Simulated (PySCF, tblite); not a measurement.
# C6H9NOSi: geometry, infrared bands and NMR shifts

Aim: predict the infrared bands and NMR shifts of C6H9NOSi (`C=C(C#N)C[SiH2]C(C)=O`).

Programs: tblite 0.8.0 and PySCF 2.14.0, with density-fitted response routines of our own. Each step states its level of theory. These are calculated values for one molecule in the gas phase, unless marked as measured. Atoms are numbered from 0 throughout.

**1. The starting structure**

18 atoms, charge 0, multiplicity 1; geometry from: force field or distance geometry start.

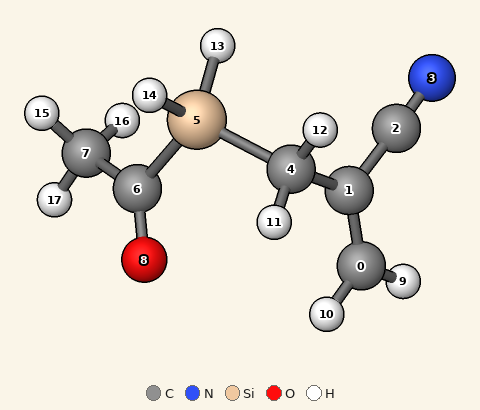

As it starts; carbon grey, nitrogen blue, silicon light orange, oxygen red, hydrogen white, atoms numbered.

**2. Optimising the geometry with GFN2-xTB**

The job: settings as JSON, then the geometry in Å.

```
{"job": {"kind": "relax", "xc": "GFN2-xTB", "basis": "xTB"}, "charge": 0, "multiplicity": 1}
C      2.290700     1.165500     0.445100
C      1.903500    -0.012200    -0.077800
C      2.418800    -1.228800     0.516900
N      2.793500    -2.207200     0.971100
C      1.004500    -0.108000    -1.272100
Si    -0.765000    -0.655600    -0.928600
C     -1.654900     0.602300     0.159500
C     -2.728700     0.112400     1.083900
O     -1.298900     1.765800     0.074000
H      2.939400     1.237500     1.310600
H      1.922600     2.104700     0.026600
H      0.956400     0.860500    -1.789000
H      1.444700    -0.800300    -1.992800
H     -0.734900    -1.991400    -0.272100
H     -1.482600    -0.828500    -2.215300
H     -3.532500    -0.373200     0.516400
H     -2.318700    -0.588600     1.813400
H     -3.166700     0.951500     1.618600
```

Command:

```
OMP_NUM_THREADS=1 python probes_run.py task.json out
```

One launch serves the whole session: the jobs run in the order shown.

Output:

```text
step      E/eV     max force
  0    -708.81314    1.706
  1    -708.84259    3.012
  2    -708.89561    0.887
  3    -708.91042    0.773
  4    -708.92247    0.248
  5    -708.93153    0.218
  6    -708.93436    0.221
  7    -708.93623    0.102
  8    -708.93814    0.119
  9    -708.93990    0.130
 10    -708.94115    0.102
 11    -708.94266    0.117
 12    -708.94403    0.105
 13    -708.94511    0.080
 14    -708.94586    0.077
 15    -708.94658    0.074
 16    -708.94742    0.086
 17    -708.94823    0.090
 18    -708.94887    0.056
 19    -708.94937    0.059
 20    -708.94988    0.062
 21    -708.95047    0.063
 22    -708.95110    0.070
 23    -708.95173    0.061
 24    -708.95241    0.069
 25    -708.95320    0.070
 26    -708.95410    0.078
 27    -708.95502    0.069
 28    -708.95584    0.068
 29    -708.95651    0.060
 30    -708.95704    0.051
 31    -708.95745    0.048
 32    -708.95776    0.037
 33    -708.95797    0.039
 34    -708.95813    0.034
 35    -708.95826    0.029
 36    -708.95840    0.034
 37    -708.95852    0.029
 38    -708.95863    0.026
 39    -708.95872    0.024
 40    -708.95882    0.026
 41    -708.95894    0.033
 42    -708.95909    0.037
 43    -708.95923    0.035
 44    -708.95933    0.022
 45    -708.95941    0.026
 46    -708.95949    0.028
 47    -708.95957    0.027
 48    -708.95964    0.023
 49    -708.95971    0.022
 50    -708.95979    0.025
 51    -708.95987    0.022
 52    -708.95994    0.016
 53    -708.95999    0.019
 54    -708.96004    0.024
 55    -708.96010    0.022
 56    -708.96016    0.021
 57    -708.96022    0.015
 58    -708.96027    0.016
 59    -708.96032    0.019
 60    -708.96037    0.019
 61    -708.96043    0.019
 62    -708.96047    0.012
 63    -708.96051    0.014
 64    -708.96053    0.014
 65    -708.96057    0.018
 66    -708.96062    0.020
 67    -708.96066    0.019
 68    -708.96069    0.020
 69    -708.96072    0.016
 70    -708.96074    0.013
 71    -708.96077    0.014
 72    -708.96079    0.014
 73    -708.96082    0.016
 74    -708.96087    0.020
 75    -708.96094    0.026
 76    -708.96103    0.028
 77    -708.96110    0.019
 78    -708.96115    0.016
 79    -708.96120    0.018
 80    -708.96125    0.019
 81    -708.96129    0.015
 82    -708.96131    0.010
```

It took 0.54 s on 1 thread of Arm Neoverse V2, shared host.

The steps of the relaxation: (not every step is listed)

| step | energy from step 0 (eV) | largest force (eV/Å) |
| --- | --- | --- |
| 0 | 0.0000 | 1.7061 |
| 1 | -0.0294 | 3.0122 |
| 2 | -0.0825 | 0.8869 |
| 3 | -0.0973 | 0.7729 |
| 4 | -0.1093 | 0.2483 |
| 5 | -0.1184 | 0.2181 |
| 6 | -0.1212 | 0.2210 |
| 7 | -0.1231 | 0.1016 |
| 8 | -0.1250 | 0.1187 |
| 14 | -0.1327 | 0.0769 |
| 20 | -0.1367 | 0.0619 |
| 26 | -0.1410 | 0.0780 |
| 32 | -0.1446 | 0.0365 |
| 38 | -0.1455 | 0.0259 |
| 44 | -0.1462 | 0.0220 |
| 50 | -0.1467 | 0.0251 |
| 56 | -0.1470 | 0.0213 |
| 62 | -0.1473 | 0.0124 |
| 68 | -0.1476 | 0.0201 |
| 74 | -0.1477 | 0.0199 |
| 77 | -0.1480 | 0.0192 |
| 78 | -0.1480 | 0.0164 |
| 79 | -0.1481 | 0.0180 |
| 80 | -0.1481 | 0.0193 |
| 81 | -0.1481 | 0.0153 |
| 82 | -0.1482 | 0.0100 |

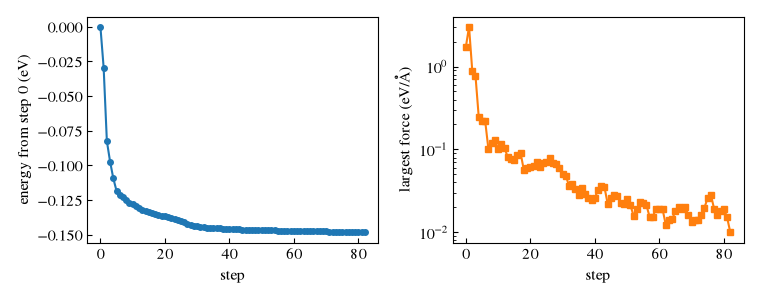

Energy and force, step by step.

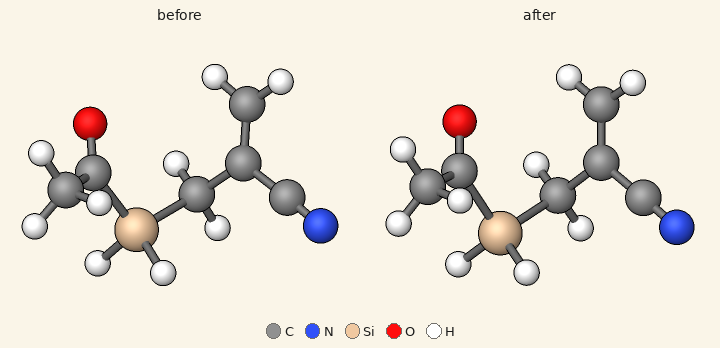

Before and after, at one scale.

Distances of close pairs at the start and the end, largest changes first:

| bond | before (Å) | after (Å) | change (Å) |
| --- | --- | --- | --- |
| Si5–C6 | 1.886 | 1.933 | +0.046 |
| C1–C2 | 1.449 | 1.416 | -0.033 |
| C4–Si5 | 1.884 | 1.911 | +0.027 |
| Si5–H13 | 1.489 | 1.463 | -0.026 |
| Si5–H14 | 1.483 | 1.465 | -0.019 |
| C0–H10 | 1.092 | 1.077 | -0.016 |
| C0–C1 | 1.345 | 1.332 | -0.013 |
| C7–H15 | 1.097 | 1.088 | -0.010 |

The final coordinates are the input of the step that follows.

**3. Infrared spectrum with GFN2-xTB**

The job: settings as JSON, then the geometry in Å.

```
{"job": {"kind": "ir", "xc": "GFN2-xTB", "basis": "xTB"}, "charge": 0, "multiplicity": 1}
C      2.128845     1.176592     0.489665
C      1.863743     0.016947    -0.110423
C      2.344674    -1.196665     0.437945
N      2.719006    -2.193624     0.863827
C      1.032568    -0.127142    -1.346367
Si    -0.719818    -0.762253    -0.926771
C     -1.522999     0.589708     0.196666
C     -2.666779     0.172329     1.078343
O     -1.109649     1.726956     0.169591
H      2.714399     1.228905     1.392024
H      1.752800     2.104223     0.093442
H      0.956597     0.843742    -1.837204
H      1.515680    -0.820151    -2.037034
H     -0.691169    -2.029861    -0.196834
H     -1.508218    -0.876799    -2.155781
H     -3.421113    -0.328868     0.475997
H     -2.296237    -0.544768     1.808536
H     -3.101089     1.027047     1.592721
```

Output:

```text
mode    cm-1     km/mol
  1      14.6      3.08
  2      22.1      4.75
  3      55.4      6.06
  4      90.8      2.02
  5     120.9      0.81
  6     149.1      2.63
  7     185.7      4.53
  8     252.5      3.26
  9     299.2      3.24
 10     341.9     12.53
 11     356.2      1.31
 12     419.1     27.38
 13     484.9     33.10
 14     545.8      4.16
 15     569.9     20.59
 16     593.5     21.67
 17     616.5     32.41
 18     662.2    119.40
 19     700.4     27.87
 20     743.5     49.15
 21     763.7    198.63
 22     800.2    157.14
 23     842.3     21.35
 24     895.1     25.70
 25     948.0      0.66
 26     963.8      9.03
 27     970.2      1.93
 28    1098.9      6.97
 29    1133.3     66.33
 30    1206.3     45.62
 31    1270.0     21.40
 32    1359.3     29.57
 33    1395.6      2.25
 34    1443.9      4.65
 35    1448.8      9.73
 36    1451.3     16.21
 37    1661.9     21.74
 38    1729.0    176.07
 39    2258.9    322.31
 40    2277.7    194.33
 41    2373.1    153.07
 42    2979.7     21.22
 43    2992.1     15.76
 44    3019.0      8.61
 45    3027.9      3.92
 46    3037.2     18.71
 47    3108.5      3.49
 48    3140.1     17.50
```

Run time: 0.62 s. Hardware: 1 thread of Arm Neoverse V2, shared host.

Which atoms move in the most intense modes:

| cm⁻¹ | km/mol | atoms |
| --- | --- | --- |
| 662 | 119.4 | H13 34 %, H14 23 %, C4 11 % |
| 764 | 198.6 | H14 34 %, H13 25 %, Si5 14 %, C4 13 % |
| 800 | 157.1 | C4 26 %, H12 23 %, Si5 13 %, H11 11 % |
| 1133 | 66.3 | C6 51 %, H17 23 %, C7 19 % |
| 1729 | 176.1 | C6 59 %, O8 39 % |
| 2259 | 322.3 | H14 95 % |
| 2278 | 194.3 | H13 95 % |
| 2373 | 153.1 | C2 60 %, N3 39 % |

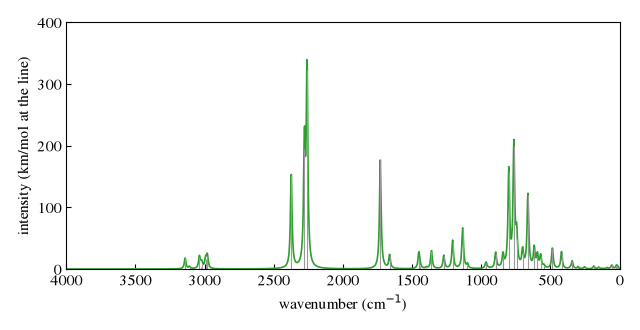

The infrared spectrum from these modes, unscaled. Lines are broadened to a width of 14 cm⁻¹ (Lorentzian).

**4. Nuclear shieldings: PBE0/pcSseg-1**

The job, as its differences from that of step 3:

```diff
@@ -1,2 +1,2 @@
-{"job": {"kind": "ir", "xc": "GFN2-xTB", "basis": "xTB"}, "charge": 0, "multiplicity": 1}
+{"job": {"kind": "nmr", "xc": "PBE0", "basis": "pcSseg-1"}, "charge": 0, "multiplicity": 1}
 C      2.128845     1.176592     0.489665
```

With the program's defaults for keys left out, this is: GIAO PBE0/pcSseg-1 NMR shielding, non-relativistic, gas phase.

Output:

```text
coarse grid: 15872 points
cycle   1  E = -652.6585232534  dE =  1.148e+00  |g| = 8.497e-01  |ddm| = 3.945e+00
cycle   2  E = -652.1056670188  dE =  5.529e-01  |g| = 1.854e+00  |ddm| = 2.402e+00
cycle   3  E = -652.8059871955  dE = -7.003e-01  |g| = 1.646e-01  |ddm| = 1.888e+00
cycle   4  E = -652.8116629204  dE = -5.676e-03  |g| = 7.008e-02  |ddm| = 1.851e-01
cycle   5  E = -652.8127072672  dE = -1.044e-03  |g| = 1.956e-02  |ddm| = 6.057e-02
cycle   6  E = -652.8127653975  dE = -5.813e-05  |g| = 1.125e-02  |ddm| = 1.957e-02
cycle   7  E = -652.8127919194  dE = -2.652e-05  |g| = 2.429e-03  |ddm| = 1.015e-02
cycle   8  E = -652.8127931284  dE = -1.209e-06  |g| = 7.617e-04  |ddm| = 2.569e-03
final grid: 149728 points
cycle   9  E = -652.8756898609  dE = -1.942e-05  |g| = 1.271e-02  |ddm| = 3.032e-02
cycle  10  E = -652.8756103312  dE =  7.953e-05  |g| = 2.422e-02  |ddm| = 2.480e-02
cycle  11  E = -652.8757210297  dE = -1.107e-04  |g| = 2.723e-03  |ddm| = 1.718e-02
cycle  12  E = -652.8757226677  dE = -1.638e-06  |g| = 2.944e-04  |ddm| = 2.307e-03
cycle  13  E = -652.8757226847  dE = -1.708e-08  |g| = 1.483e-04  |ddm| = 4.447e-04
cycle  14  E = -652.8757226897  dE = -4.960e-09  |g| = 6.467e-05  |ddm| = 1.853e-04
cycle  15  E = -652.8757226906  dE = -9.195e-10  |g| = 2.007e-05  |ddm| = 5.395e-05
converged SCF energy = -652.8757226906

GIAO shielding tensors (ppm)
atom      isotropic    diamagn.    paramagn.     s11        s22        s33       span
  0 C       45.333     251.350    -206.017    -76.632     55.697    156.935    233.567
  1 C       63.171     261.822    -198.652    -50.300     82.567    157.245    207.545
  2 C       62.924     260.244    -197.320    -58.895    -46.449    294.115    353.010
  3 N      -47.149     341.271    -388.420   -193.427   -182.096    234.077    427.504
  4 C      165.616     252.440     -86.824    150.716    154.272    191.860     41.144
  5 Si     415.371     883.290    -467.919    364.119    415.338    466.655    102.536
  6 C      -55.414     255.606    -311.020   -155.960   -111.220    100.937    256.897
  7 C      144.120     253.237    -109.118    109.031    132.352    190.976     81.945
  8 O     -508.711     404.167    -912.879  -1370.118   -506.380    350.365   1720.483
  9 H       25.598      29.370      -3.772     21.557     25.172     30.064      8.507
 10 H       25.429      31.822      -6.394     21.294     25.040     29.952      8.657
 11 H       29.410      32.575      -3.166     25.977     27.501     34.751      8.775
 12 H       29.877      30.072      -0.195     26.043     28.050     35.538      9.495
 13 H       27.046      32.061      -5.016     23.568     26.910     30.659      7.091
 14 H       27.479      30.605      -3.126     24.257     25.850     32.330      8.073
 15 H       29.129      29.087       0.042     26.477     29.472     31.440      4.963
 16 H       29.220      31.192      -1.972     26.842     29.311     31.506      4.665
 17 H       29.379      28.878       0.501     26.574     27.312     34.252      7.678
```

Wall time 45 s (1 thread of Arm Neoverse V2, shared host); peak memory 0.92 GiB.

The references, computed at this level on geometries of the same kind, shield at (ppm): 1H TMS 31.72, 13C TMS 186.9, 29Si TMS 349.2, 15N NH3 267.7, 17O H2O 336.1. Their shielding less the atom's gives the shift. The references are single molecules in the gas phase, so shifts against H2O, NH3, PH3, H3PO4 or CFCl3 are not on the usual liquid scales and can be off by tens of ppm. Atoms listed in one row are averaged.

| atoms | environment | σ (ppm) | δ (ppm) | δ scaled to CDCl3 |
| --- | --- | --- | --- | --- |
| C6 | carbonyl carbon | -55.4 | 242.3 | 234.6 |
| C0 | terminal =CH2 carbon | 45.3 | 141.6 | 136.3 |
| C2 | nitrile carbon | 62.9 | 124.0 | 119.1 |
| C1 | fully substituted alkene carbon | 63.2 | 123.8 | 118.9 |
| C7 | methyl carbon α to a carbonyl | 144.1 | 42.8 | 39.9 |
| C4 | allylic sp3 CH2 bonded to Si | 165.6 | 21.3 | 18.9 |
| H10 | hydrogen on a terminal =CH2 carbon | 25.43 | 6.29 | 6.03 |
| H9 | hydrogen on a terminal =CH2 carbon | 25.60 | 6.12 | 5.87 |
| H13, H14 | hydrogen on a silicon bonded to 2 C | 27.26 | 4.45 | – |
| H15, H16, H17 | hydrogen on a methyl carbon α to a carbonyl | 29.24 | 2.47 | 2.44 |
| H11, H12 | hydrogen on an allylic sp3 CH2 bonded to Si | 29.64 | 2.07 | 2.06 |
| N3 | nitrile nitrogen | -47.1 | 314.9 | – |
| Si5 | silicon bonded to 2 C, 2 H | 415.4 | -66.2 | – |
| O8 | carbonyl oxygen | -508.7 | 844.8 | – |

The scaled column applies a straight-line fit of computed shieldings to shifts measured in CDCl3 (root-mean-square error 0.16 ppm for H, 1.9 ppm for C).

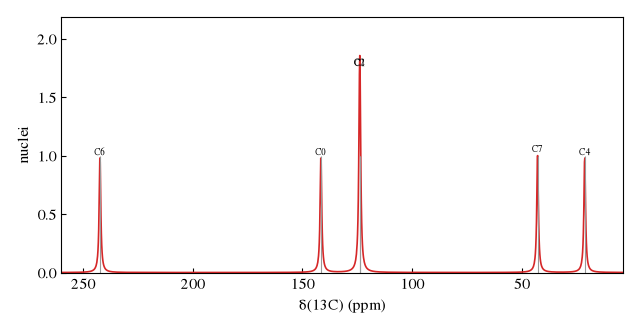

13C lines at the computed shifts, without couplings. Lines are broadened to a width of 0.88 ppm (Lorentzian).

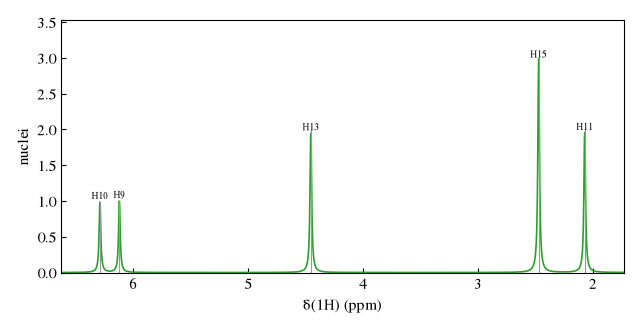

1H lines at the computed shifts, without couplings. Lines are broadened to a width of 0.02 ppm (Lorentzian).

Charges from the same density, by scheme (e):

| atoms | Mulliken | IAO | Hirshfeld | ESP fit |
| --- | --- | --- | --- | --- |
| C0 | 0.02 | -0.27 | -0.06 | -0.35 |
| C1 | -0.42 | -0.03 | 0.02 | -0.13 |
| C2 | 0.16 | 0.13 | 0.08 | 0.47 |
| N3 | -0.24 | -0.24 | -0.22 | -0.49 |
| C4 | -0.39 | -0.53 | -0.15 | -0.32 |
| Si5 | 0.61 | 0.68 | 0.34 | 0.32 |
| C6 | -0.05 | 0.16 | 0.09 | 0.53 |
| C7 | -0.26 | -0.48 | -0.13 | -0.51 |
| O8 | -0.35 | -0.39 | -0.21 | -0.47 |

IAO charges:

C0 -0.27; C1 -0.03; C2 0.13; N3 -0.24; C4 -0.53; Si5 0.68; C6 0.16; C7 -0.48; O8 -0.39; H9 0.17; H10 0.17; H11 0.17; H12 0.17; H13 -0.11; H14 -0.10; H15 0.16; H16 0.17; H17 0.16

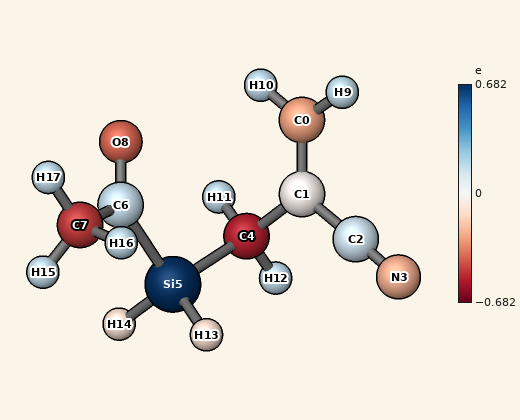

IAO charges, as colours on the atoms.

Mayer bond orders: C0–C1 1.91, C1–C2 1.01, C2–N3 3.02, C1–C4 1.03, C4–Si5 0.89, Si5–C6 0.81, C6–C7 0.99, C6–O8 1.94.

The fields below are evaluated on a grid from the run's orbitals.

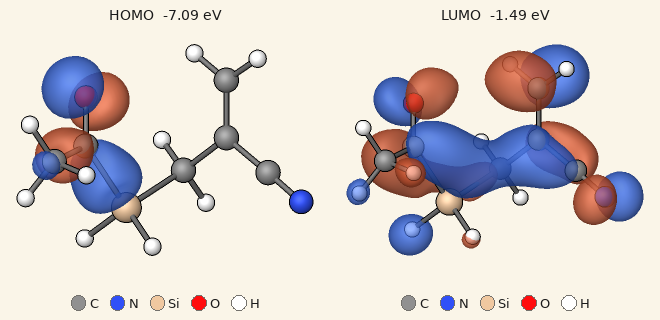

Frontier orbitals at PBE0/pcSseg-1; each surface holds 70 % of the orbital's density, blue and red mark the sign.

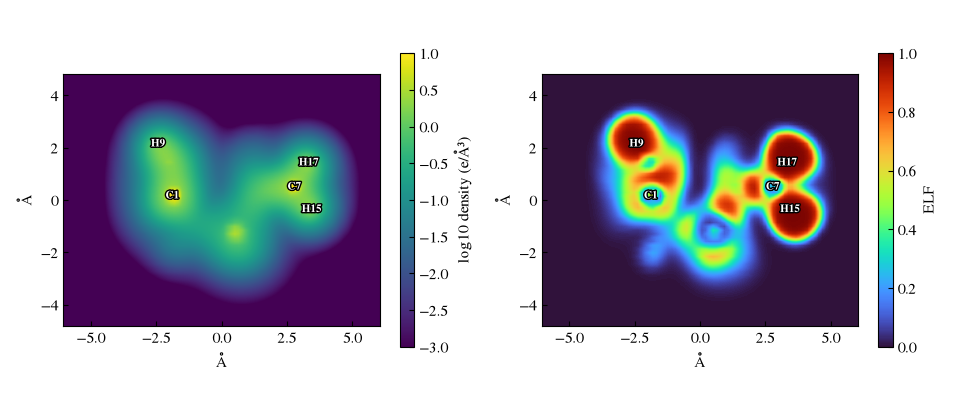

Density (left) and ELF (right) in a plane through or near 5 of the atoms.

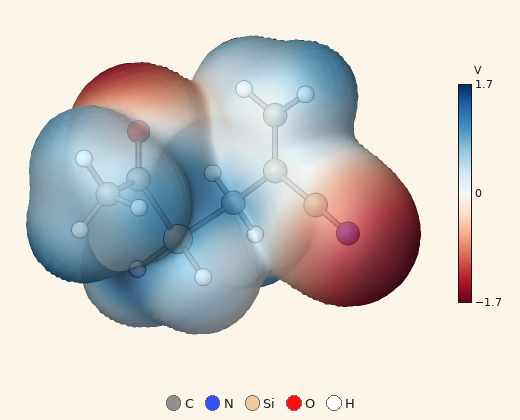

Electrostatic potential on the surface of density 0.002 e/bohr³; red is low, blue high. It runs from -1.70 V near N3 to 1.40 V near H15.

**5. What came out**

| quantity | value |
| --- | --- |
| strongest single infrared mode (GFN2-xTB) | 2259 cm⁻¹, 322 km/mol |
| zero-point energy (GFN2-xTB) | 81.2 kcal/mol |
| 13C shifts against TMS (PBE0/pcSseg-1) | 242.3, 141.6, 124.0, 123.8, 42.8, 21.3 ppm |
| 1H shifts against TMS (PBE0/pcSseg-1, means over atoms taken as alike) | 6.29, 6.12, 4.45, 2.47, 2.07 ppm |
| 15N shifts against NH3 (PBE0/pcSseg-1) | 314.9 ppm |
| 29Si shifts against TMS (PBE0/pcSseg-1) | -66.2 ppm |
| 17O shifts against H2O (PBE0/pcSseg-1) | 844.8 ppm |
| surface potential, least and greatest | -1.70 V and 1.40 V |

What this shows: Over 82 steps the energy fell by 0.148 eV; of the close pairs, Si5–C6 changed most, 1.886 to 1.933 Å. All 48 modes are real, so the xTB geometry is a minimum. The strongest single mode, at 2259 cm⁻¹, moves mainly H14. Unscaled tight-binding wavenumbers are off by several per cent, some by more. Its intensities can rank the bands wrongly. At PBE0/pcSseg-1: The widest tensor belongs to O8: span 1720 ppm, with a paramagnetic part of -913 ppm. At PBE0/pcSseg-1, counted by nearest atom on the grid, the HOMO lies on O8 51 %; C6 14 %, the LUMO on C6 21 %; C0 15 %.
